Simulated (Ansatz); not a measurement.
The relaxed structure here is a generated cell of ZnInGaO4: the first start was made by a random draw of sites in a space group, and the end was not matched to a known phase here, so it may be hypothetical. Known forms of ZnInGaO4 include space group No. 160.

The end point of a relaxation of ZnInGaO4. Space group C2/m (No. 12). All values below come from r2SCAN (plane waves to 500 eV, PAW, scalar-relativistic; Ansatz, a quantum-chemistry and plane-wave program).

```xyz
7
Lattice="3.1887 -2.7926 0.0000 3.1887 2.7926 0.0000 -2.5498 0.0000 5.1546" Properties=species:S:1:pos:R:3 pbc="T T T"
Ga     0.0000     0.0000     0.0000
In     3.1887     0.0000     0.0000
O      1.4150     1.4710     3.9642
O      2.4126     1.4710     1.1904
O      2.4126    -1.4710     1.1904
O      1.4150    -1.4710     3.9642
Zn     1.9138     0.0000     2.5773
```

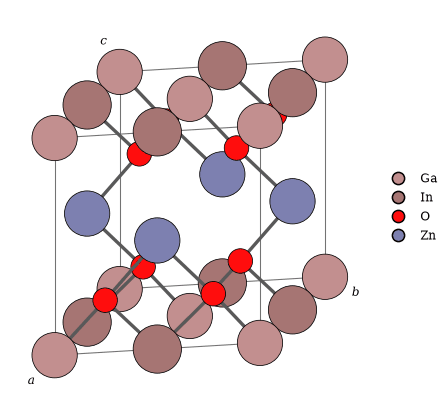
The conventional cell of the relaxed structure

For ZnInGaO4, the volume per atom is 13.11 Å³ and the density is 5.68 g/cm³. The band gap is 0.16 eV, indirect (valence top at Y2, conduction bottom at Γ) (no spin-orbit coupling), the smallest direct gap comes out as 0.24 eV at Γ and the shortest distances is Ga–O 1.94 Å; In–O 2.05 Å; O–Zn 2.08 Å; O–O 2.64 Å. The k-mesh is 8×8×7.

Band energies at high-symmetry points (eV from the VBM; labels of this space group; no spin-orbit coupling), from −5 eV up to 5.2 eV:

| point | energies |
|---|---|
| Γ | -4.90 -4.27 -2.52 -2.05 -1.91 -1.75 -1.45 -1.28 -0.61 -0.07 0.16 2.52 4.47 5.12 |
| C | -4.88 -4.69 -2.18 -1.73 -1.53 -1.48 -0.69 -0.50 0.00 2.95 4.97 |
| C2 | -4.88 -4.69 -2.18 -1.73 -1.53 -1.48 -0.69 -0.50 0.00 2.95 4.97 |
| Y2 | -4.88 -4.69 -2.19 -1.72 -1.53 -1.48 -0.69 -0.49 0.00 2.94 4.97 |
| M2 | -4.22 -2.98 -2.88 -2.36 -2.28 -1.48 -1.26 -0.83 -0.33 4.17 4.66 |
| D | -4.98 -4.05 -3.12 -2.86 -2.75 -2.18 -1.93 -1.49 -1.05 -0.80 4.45 4.69 |
| D2 | -4.98 -4.05 -3.12 -2.86 -2.75 -2.18 -1.93 -1.49 -1.05 -0.80 4.45 4.69 |
| A | -4.54 -3.38 -3.10 -2.39 -2.36 -1.80 -1.56 -1.51 -1.36 -0.39 2.38 3.21 4.14 4.66 |

No spin polarisation in the result.

The run could not lose the symmetry of its start: the end is stationary, and may be a saddle point rather than a minimum.
